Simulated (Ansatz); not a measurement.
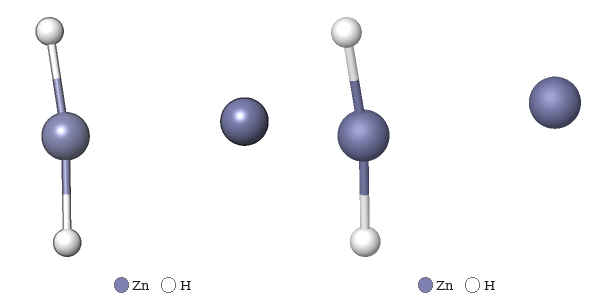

Both panels show the same species.

The geometry was computed by an optimisation with PBE-D4/def2-SVP. No frequency run is at hand to confirm it as a minimum.

**Which formula does it have?**

Zn₂H₂, 4 atoms: 2 zinc and 2 hydrogen. Judged by distances it falls into 2 fragments: Zn, ZnH2.

**Count the bonded pairs by element.**

2 Zn–H. Sticks follow a distance rule.
